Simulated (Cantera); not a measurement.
Feed: 1 mol PbO, 0.43 mol CO, 0.69 mol N2, equilibrated at 0.133 bar.

These are equilibrium values from Cantera (NASA tables, ideal gas, pure condensed phases), not measurements of a reactor. Candidate condensed phases: C, Pb, PbO, PbO2, Pb3O4; 27 gas species. Each liquid is taken as pure. Mutual solubility and eutectic melting of coexisting phases are not modelled. Gases not in the tables: (PbO)n polymers. Equilibrium is a limit: real reactors are often held back by kinetics, nucleation or transport.

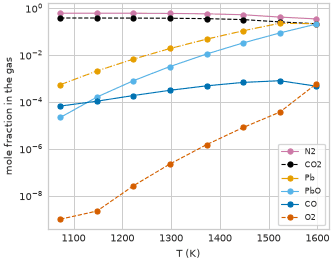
Equilibrium gas composition (values under 1e-9 drawn at 1e-9)

### Question
Read off the mole fractions at 1448 K.

### Answer
N2 about 0.53, CO2 about 0.33, Pb about 0.11, PbO about 0.033, CO about 0.00069, O2 about 8.2e-6.
